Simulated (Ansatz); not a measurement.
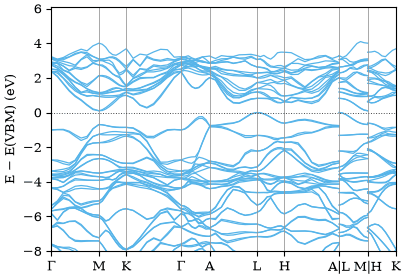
*Band structure from DFT-r²SCAN with spin–orbit coupling in the program Ansatz with PAW potentials*

The gap is 0.10 eV; an edge lies off the plotted path or next to a special point (maximum at L, minimum on the M–K line, 4 % of the way from M).

The material is Si₂W in space group P6_222 (No. 180; Si on 6j, W on 3d).

The workflow started from a Materials Project entry (that database holds measured and hypothetical structures alike); the Crystallography Open Database copy checked does not list it. It is not the phase usual at ambient conditions (space group No. 139). Symmetry was held in the r²SCAN relaxation; phonons on a q-mesh show no instability. No spin polarisation was allowed.

Potentials: the earlier of the program's two PAW sets.
